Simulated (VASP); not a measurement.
Band structure of SiC (wurtzite). Level of theory: AM05 GGA, VASP's PBE PAW potentials (set 64) (plane waves; VASP 6.6.1).

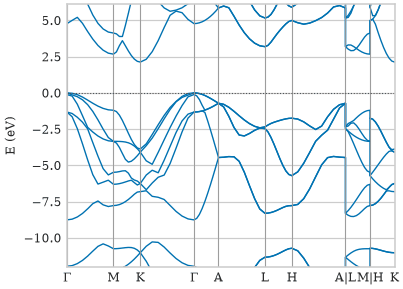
Figure. Bands along high-symmetry lines, zero at the valence-band maximum or, without a gap, the Fermi level

**Question.** Read the plot: is there a gap, and where are the band edges?

**Answer.** The gap is indirect, 2.13 eV, from the valence maximum at Γ to the conduction minimum at K. (Edges off the drawn lines would not show.)

Measured: gap 3.33 eV (computed value off by -1.20 eV), as given by Daiki Deguchi et al., Japanese Journal of Applied Physics (2016), arXiv:1512.06930.

The compound is SiC in the wurtzite structure, the rare 2H polytype. It was relaxed first.
